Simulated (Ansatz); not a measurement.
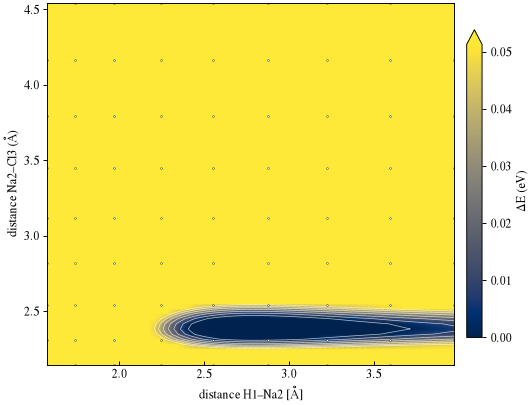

The system H + NaCl, spin multiplicity 2. Coordinates scanned: (1) distance H1–Na2; (2) distance Na2–Cl3. Nothing is relaxed (the angle H1–Na2–Cl3 is fixed at 180 degrees). Grid: 9 × 9 points. Points are written as (first, second). Energies are in eV, from the lowest grid point. All numbers below come from UKS PBE0-D4/def2-SVPD (Ansatz).

The picture shows a smooth colour map with a few white contour lines, dots at the grid points, one colour for all values above the top of the scale. Between grid points the surface is interpolated.

> Where is the minimum, and how stiff is the well along each coordinate?

The interpolated minimum is at distance H1–Na2 ≈ 2.798 Å, distance Na2–Cl3 ≈ 2.383 Å. The curvatures there are about 0.19 eV/Å² and 7 eV/Å², with a cross term of about 0 eV/Å². Round the minimum the two coordinates are nearly uncoupled.
